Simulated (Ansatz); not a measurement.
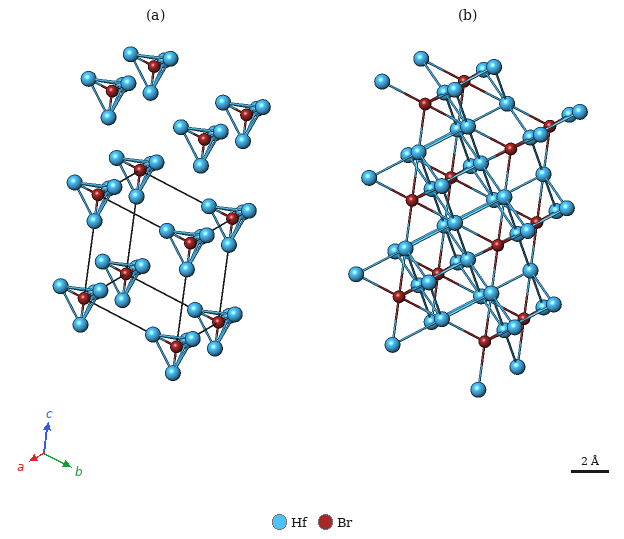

The structure of crystalline Hf₄Br (a generated structure, set up in I-43m) (coarse preliminary run) before (left) and after (right) a relaxation, at one scale.

Style: ball-and-stick. Shown: the cell of the calculation, repeated 1 × 1 × 2 with one cell outlined, slightly off an axis.

Method: DFT PBE, scalar-relativistic, plane waves, PAW in Ansatz. Set-up: plane-wave cutoff 420 eV; k-point mesh 4 × 4 × 4; occupations gaussian; smearing width 0.1 eV; no spin polarisation; cell and atoms relaxed; force threshold 0.04 eV/Å; at most 70 steps.

Question: Summarise the run.

Answer: The largest moves relative to the cell, 1.33 Å, are those of Hf atoms. Br stays in place. Cell: a = b = c 5.804 → 5.393 Å (−7.1 %). Volume −19.8 %. Near-neighbour distances that change, for instance: Hf–Hf 2.404 → 4.403 Å, Br–Hf 4.331 → 2.696 Å, Br–Hf 1.472 → 2.696 Å, Hf–Hf 4.084 → 3.113 Å. New bonds form, among them: Br–Hf (4.33 → 2.70 Å), Hf–Hf (4.08 → 3.11 Å). Bonds break, among them: Hf–Hf (2.40 → 4.40 Å). The space group (tolerance 0.01 Å) goes from I-43m (No. 217) to Im-3m (No. 229). Over 10 accepted moves (12 points after the start) the energy falls by 25450 meV per atom. The largest force component goes from 68 to 0.0007 eV/Å. The pressure goes from 237.51 to −0.07 GPa. At 2 points the geometry stayed and the basis and grid were re-selected for the new cell (energy shift of 0.7 meV per atom at most each time). Cost: 3.2 min on 1 thread of Intel(R) Xeon(R) Processor @ 2.50GHz (Skylake/Cascade Lake), on a shared host, peak memory 0.44 GiB.
